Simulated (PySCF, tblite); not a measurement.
# C₄H₅F₂N₂Si radical: geometry, infrared bands and EPR parameters

Aim: predict the infrared bands and EPR parameters of C₄H₅F₂N₂Si radical (`[H]/N=[C]\[SiH2]CC(F)(F)C#N`).

The runs use tblite 0.8.0 and PySCF 2.14.0, with density-fitted response routines of our own; the level of theory stands in each step. All values are computed, except where a source is named. Atoms count from 0, in the outputs and in this text.

### 1 The molecule as given

14 atoms, charge 0, multiplicity 2; geometry from: force field or distance geometry start.

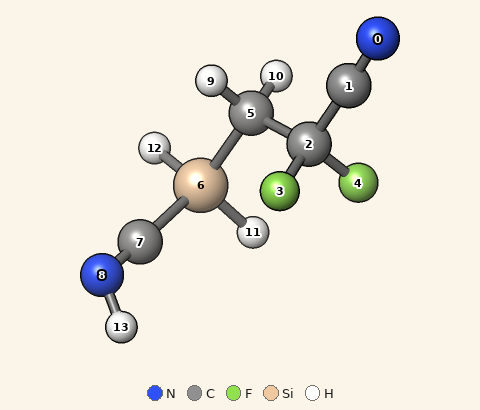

As it starts; nitrogen blue, carbon grey, fluorine green, silicon light orange, hydrogen white, atoms numbered.

### 2 Relaxing the molecule with GFN2-xTB

What the job is given:

```
{"job": {"kind": "relax", "xc": "GFN2-xTB", "basis": "xTB"}, "charge": 0, "multiplicity": 2}
N     -3.693300     0.966500    -0.786300
C     -2.575100     0.706800    -0.819600
C     -1.133600     0.333100    -0.805900
F     -0.394300     1.476500    -0.818400
F     -0.855600    -0.323600    -1.956300
C     -0.789100    -0.534100     0.377500
Si     1.011600    -1.015300     0.417400
C      2.134700     0.461000     0.791300
N      2.806200     1.379800     1.048700
H     -1.031300    -0.013300     1.318200
H     -1.387900    -1.452500     0.356400
H      1.388200    -1.658300    -0.863100
H      1.180700    -2.051000     1.484100
H      3.338200     1.723800     0.234000
```

Started as:

```console
$ OMP_NUM_THREADS=1 python probes_run.py task.json out
```

The driver reads the jobs from task.json and runs them one after another.

The log of the run:

```text
step      E/eV     max force
  0    -761.39559    7.129
  1    -761.16771    8.162
  2    -761.66224    2.425
  3    -761.53198    6.840
  4    -761.74124    1.078
  5    -761.76183    0.495
  6    -761.79595    0.676
  7    -761.80567    0.487
  8    -761.81255    0.208
  9    -761.81646    0.185
 10    -761.82086    0.207
 11    -761.82604    0.234
 12    -761.83267    0.238
 13    -761.84001    0.253
 14    -761.84681    0.233
 15    -761.85085    0.198
 16    -761.85322    0.160
 17    -761.85559    0.115
 18    -761.85779    0.153
 19    -761.85958    0.139
 20    -761.86072    0.094
 21    -761.86144    0.060
 22    -761.86205    0.062
 23    -761.86266    0.097
 24    -761.86317    0.060
 25    -761.86353    0.042
 26    -761.86380    0.056
 27    -761.86403    0.047
 28    -761.86424    0.033
 29    -761.86439    0.027
 30    -761.86448    0.034
 31    -761.86455    0.035
 32    -761.86462    0.022
 33    -761.86470    0.020
 34    -761.86477    0.024
 35    -761.86484    0.023
 36    -761.86489    0.020
 37    -761.86495    0.016
 38    -761.86500    0.025
 39    -761.86505    0.023
 40    -761.86510    0.018
 41    -761.86515    0.021
 42    -761.86523    0.032
 43    -761.86532    0.036
 44    -761.86539    0.022
 45    -761.86543    0.019
 46    -761.86546    0.018
 47    -761.86551    0.033
 48    -761.86557    0.036
 49    -761.86563    0.022
 50    -761.86567    0.015
 51    -761.86571    0.025
 52    -761.86577    0.039
 53    -761.86584    0.041
 54    -761.86592    0.028
 55    -761.86598    0.021
 56    -761.86604    0.021
 57    -761.86608    0.028
 58    -761.86612    0.021
 59    -761.86616    0.015
 60    -761.86621    0.034
 61    -761.86629    0.053
 62    -761.86638    0.053
 63    -761.86646    0.031
 64    -761.86650    0.020
 65    -761.86654    0.023
 66    -761.86659    0.047
 67    -761.86669    0.062
 68    -761.86678    0.050
 69    -761.86684    0.018
 70    -761.86686    0.011
 71    -761.86687    0.017
 72    -761.86689    0.015
 73    -761.86689    0.008
```

Wall time 0.39 s (1 thread of Arm Neoverse V2, shared host).

The steps of the relaxation: (not every step is listed) (the energy doesn't fall at every step)

| step | energy from step 0 (eV) | largest force (eV/Å) |
| --- | --- | --- |
| 0 | 0.0000 | 7.1287 |
| 1 | 0.2279 | 8.1618 |
| 2 | -0.2667 | 2.4255 |
| 3 | -0.1364 | 6.8402 |
| 4 | -0.3456 | 1.0779 |
| 5 | -0.3662 | 0.4947 |
| 6 | -0.4004 | 0.6759 |
| 7 | -0.4101 | 0.4872 |
| 8 | -0.4170 | 0.2084 |
| 14 | -0.4512 | 0.2325 |
| 20 | -0.4651 | 0.0937 |
| 26 | -0.4682 | 0.0563 |
| 32 | -0.4690 | 0.0219 |
| 38 | -0.4694 | 0.0254 |
| 44 | -0.4698 | 0.0222 |
| 50 | -0.4701 | 0.0153 |
| 56 | -0.4705 | 0.0215 |
| 62 | -0.4708 | 0.0532 |
| 68 | -0.4712 | 0.0503 |
| 69 | -0.4713 | 0.0185 |
| 70 | -0.4713 | 0.0109 |
| 71 | -0.4713 | 0.0166 |
| 72 | -0.4713 | 0.0150 |
| 73 | -0.4713 | 0.0078 |

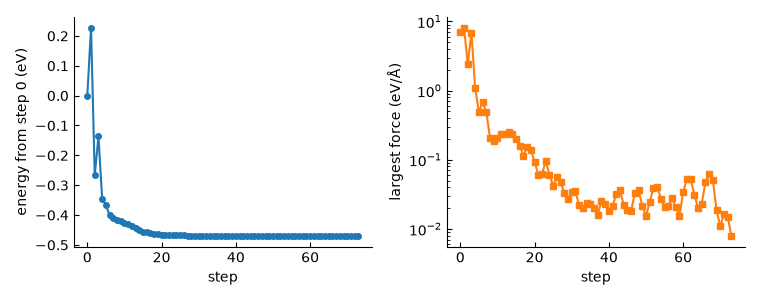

Energy and largest force along the relaxation.

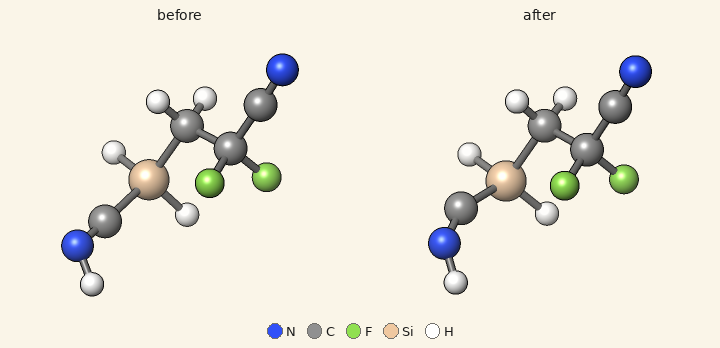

The geometry before (left) and after (right).

Close pairs (by a distance rule), those that changed most:

| bond | before (Å) | after (Å) | change (Å) |
| --- | --- | --- | --- |
| C5–Si6 | 1.864 | 1.921 | +0.057 |
| Si6–C7 | 1.892 | 1.851 | -0.041 |
| C7–N8 | 1.167 | 1.206 | +0.039 |
| Si6–H12 | 1.496 | 1.461 | -0.035 |
| C1–C2 | 1.489 | 1.466 | -0.023 |
| N8–H13 | 1.032 | 1.015 | -0.017 |
| C2–F4 | 1.353 | 1.368 | +0.014 |
| C5–H9 | 1.102 | 1.089 | -0.013 |

The next job starts from the end point, and lists it.

### 3 Harmonic vibrations with GFN2-xTB

What the job is given:

```
{"job": {"kind": "ir", "xc": "GFN2-xTB", "basis": "xTB"}, "charge": 0, "multiplicity": 2}
N     -3.591096     1.021236    -0.712995
C     -2.485955     0.745317    -0.782312
C     -1.078466     0.336398    -0.794223
F     -0.281099     1.447375    -0.795503
F     -0.799107    -0.293964    -1.975340
C     -0.770135    -0.559815     0.383265
Si     1.077241    -1.086882     0.410832
C      1.892445     0.465677     1.004419
N      2.631985     1.411507     0.893678
H     -1.038941    -0.026296     1.293863
H     -1.412544    -1.436100     0.308029
H      1.361424    -1.704850    -0.891968
H      1.262737    -2.042173     1.501072
H      3.230833     1.722099     0.135017
```

The log of the run:

```text
mode    cm-1     km/mol
  1      23.6      0.51
  2      52.6      1.24
  3      95.4      7.09
  4     111.8      0.90
  5     176.4      4.70
  6     178.2      6.83
  7     208.8     20.50
  8     245.5     33.86
  9     335.5      2.39
 10     409.3     26.98
 11     437.2      9.34
 12     473.1     92.02
 13     510.1     17.54
 14     528.7     44.68
 15     566.9      2.99
 16     585.0     19.45
 17     640.9     13.14
 18     677.8    128.83
 19     733.2    102.88
 20     782.0      9.62
 21     788.5     93.78
 22     802.2    205.92
 23     877.0    227.36
 24     944.2    253.60
 25    1064.1     44.22
 26    1135.2    126.36
 27    1164.5     18.11
 28    1250.3     59.83
 29    1447.8      2.42
 30    1981.6    134.56
 31    2198.2    263.43
 32    2288.1    251.81
 33    2408.3    107.04
 34    3010.2     21.01
 35    3015.5      6.75
 36    3230.5     25.59
```

Run time: 0.4 s. Hardware: 1 thread of Arm Neoverse V2, shared host.

Which atoms move in the most intense modes:

| cm⁻¹ | km/mol | atoms |
| --- | --- | --- |
| 678 | 128.8 | H12 33 %, H11 30 %, H10 11 %, C5 11 % |
| 802 | 205.9 | H12 39 %, H11 30 % |
| 877 | 227.4 | H13 82 %, N8 14 % |
| 944 | 253.6 | C2 49 %, F4 12 %, H10 12 %, H9 12 % |
| 1135 | 126.4 | C2 70 %, C5 17 % |
| 1982 | 134.6 | C7 60 %, N8 38 % |
| 2198 | 263.4 | H11 95 % |
| 2288 | 251.8 | H12 96 % |

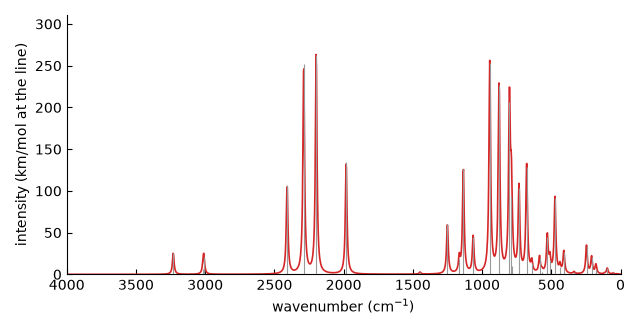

The infrared spectrum from these modes, unscaled. Lines are broadened to a width of 14 cm⁻¹ (Lorentzian).

### 4 EPR parameters: B3LYP/pcH-1

The job, as its differences from that of step 3:

```diff
@@ -1,2 +1,2 @@
-{"job": {"kind": "ir", "xc": "GFN2-xTB", "basis": "xTB"}, "charge": 0, "multiplicity": 2}
+{"job": {"kind": "epr", "basis": "pcH-1"}, "charge": 0, "multiplicity": 2}
 N     -3.591096     1.021236    -0.712995
```

Level: UKS B3LYP, pcH-1 on C F H N Si, non-relativistic, mean-field spin-orbit, GIAO.

The log of the run:

```text
UKS, coarse grid
  cycle   1  E = -753.88641693  |g| = 6.67e-01
  cycle   2  E = -753.45465540  |g| = 1.28e+00
  cycle   3  E = -754.02557983  |g| = 2.36e-01
  cycle   4  E = -754.04658604  |g| = 7.64e-02
  cycle   5  E = -754.04874227  |g| = 2.32e-02
  cycle   6  E = -754.04893625  |g| = 6.14e-03
  cycle   7  E = -754.04894841  |g| = 3.73e-03
  cycle   8  E = -754.04895361  |g| = 1.23e-03
  cycle   9  E = -754.04895528  |g| = 3.63e-04
UKS, final grid
  cycle   1  E = -754.04897214  |g| = 3.36e-04
  cycle   2  E = -754.04897216  |g| = 4.00e-04
  cycle   3  E = -754.04897224  |g| = 8.31e-05
  cycle   4  E = -754.04897225  |g| = 8.04e-05
  cycle   5  E = -754.04897226  |g| = 4.87e-05
  cycle   6  E = -754.04897226  |g| = 1.11e-05
E = -754.04897226 Eh   <S^2> = 0.7532 (exact 0.7500)
g shifts (ppm)      1          2          3
  rmc          -168       -168       -168
  gc             17         24        -34
  oz_so       -3707       -174       1274
  total       -3857       -318       1073
hyperfine (MHz)  atom isotope    a_iso     a_fc   dipolar eigenvalues
    0   14N       0.00       0.00     -0.04     -0.02      0.05
    1   13C      -0.02      -0.02     -0.16     -0.15      0.31
    2   13C       1.57       1.57     -0.41     -0.25      0.66
    3   19F       2.51       2.51     -2.96     -0.73      3.70
    4   19F       3.85       3.85     -2.06     -0.24      2.30
    5   13C       0.61       0.61     -0.79     -0.01      0.81
    6  29Si    -133.13    -133.28    -26.64      9.77     16.87
    7   13C     257.78     258.02    -45.34    -43.16     88.50
    8   14N      91.30      91.37    -11.79     -9.77     21.56
    9    1H      -0.16      -0.16     -2.73     -1.89      4.62
   10    1H      -0.96      -0.96     -1.44     -0.70      2.14
   11    1H     103.55     103.55     -3.83     -0.75      4.57
   12    1H      -4.95      -4.94     -4.16     -2.04      6.20
   13    1H     213.45     213.47    -12.05     -5.71     17.76
```

Wall time 1.8 min (1 thread of Arm Neoverse V2, shared host); peak memory 0.97 GiB.

Principal g values 1.99846, 2.00200, 2.00339; g(iso) = 2.00129, against 2.00232 for a free electron.

Hyperfine couplings; where a row names several nuclei, a(iso) is their mean (it holds for fast rotation or exchange) and the dipolar term the largest among them:

| nuclei | isotope | a(iso) (MHz) | a(iso) (G, at g = 2.0023) | largest dipolar term (MHz) |
| --- | --- | --- | --- | --- |
| C7 | 13C | 257.8 | 92.0 | 88.5 |
| H13 | 1H | 213.5 | 76.2 | 17.8 |
| Si6 | 29Si | -133.1 | -47.5 | -26.6 |
| N8 | 14N | 91.3 | 32.6 | 21.6 |
| H11, H12 | 1H | 49.3 | 17.6 | 6.2 |
| F3, F4 | 19F | 3.2 | 1.1 | 3.7 |
| C2 | 13C | 1.6 | 0.6 | 0.7 |
| C5 | 13C | 0.6 | 0.2 | 0.8 |
| H9, H10 | 1H | -0.6 | -0.2 | 4.6 |
| C1 | 13C | 0.0 | 0.0 | 0.3 |
| N0 | 14N | 0.0 | 0.0 | 0.1 |

Mulliken spin populations:

N0 0.00; C1 0.00; C2 0.00; F3 0.00; F4 0.00; C5 -0.01; Si6 0.10; C7 0.58; N8 0.18; H9 0.00; H10 0.00; H11 0.06; H12 -0.01; H13 0.09

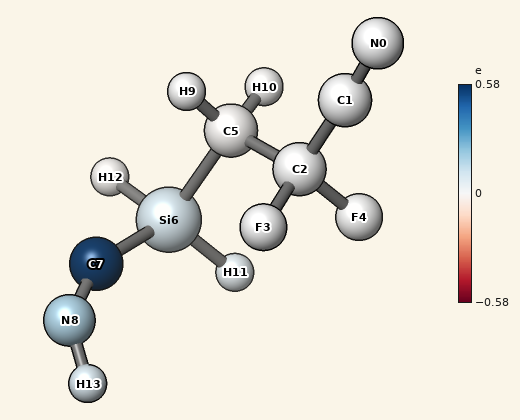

Mulliken spin populations, as colours on the atoms.

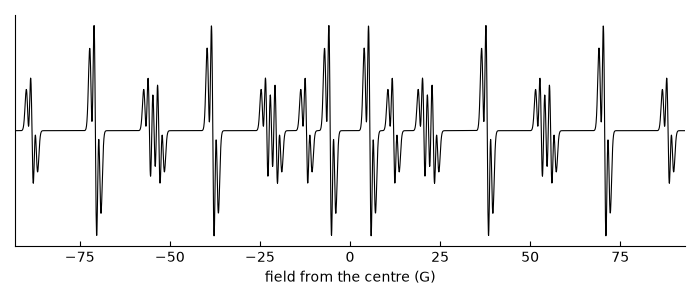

First-order isotropic spectrum (first derivative, main isotopes with spin only, couplings over 0.8 MHz, Gaussian width 0.4 G; couplings of the frozen geometry, rotation of groups not averaged beyond the rows shown).

Orbitals, density, ELF and potential are computed afterwards from the orbital file.

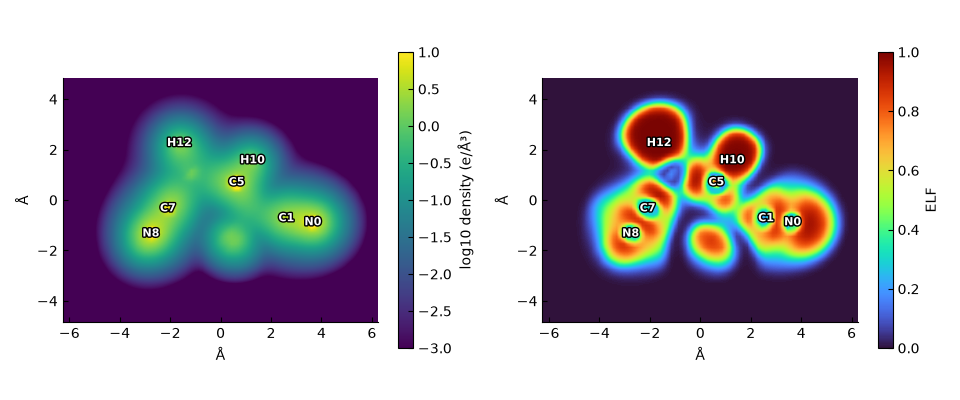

Density (left) and ELF (right) in a plane through or near 7 of the atoms.

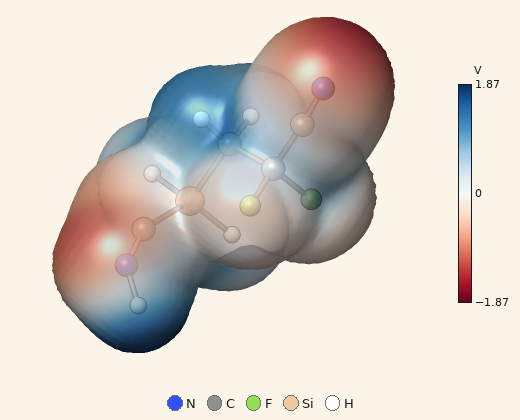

The potential that a unit positive charge feels on the 0.002 e/bohr³ surface, from -1.35 V near N0 to 1.87 V near H13.

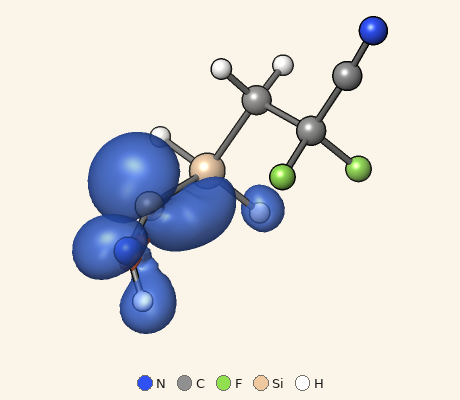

Spin density at ±0.03 e/Å³ (alpha excess blue, beta excess red).

### 5 Outcome

| quantity | value |
| --- | --- |
| strongest single infrared mode (GFN2-xTB) | 2198 cm⁻¹, 263 km/mol |
| zero-point energy (GFN2-xTB) | 50.6 kcal/mol |
| g(iso) (B3LYP) | 2.00129 |
| ⟨S²⟩ | 0.753 (exact 0.75) |
| largest a(iso) (averaged by class) | 13C on C7, 257.8 MHz |
| potential on the surface of density 0.002 e/bohr³, 1st and 99th percentile | -1.35 V and 1.87 V |

Relaxing lowered the energy by 0.471 eV in 73 steps; the close pair that moved most is C5–Si6, from 1.864 to 1.921 Å. No mode is imaginary among the 36: a minimum at this level. The strongest single mode, at 2198 cm⁻¹, moves mainly H11. Unscaled tight-binding wavenumbers are off by several per cent, some by more. Its intensities can rank the bands wrongly. The largest share of the spin, 0.58 e, sits on C7. The isotropic g lies 1.0 ppt below the free-electron value. These values are for one conformer; the search (at its own cheap level) found 2 more, at 0.24, 0.50 kcal/mol, and measured spectra average over such forms.
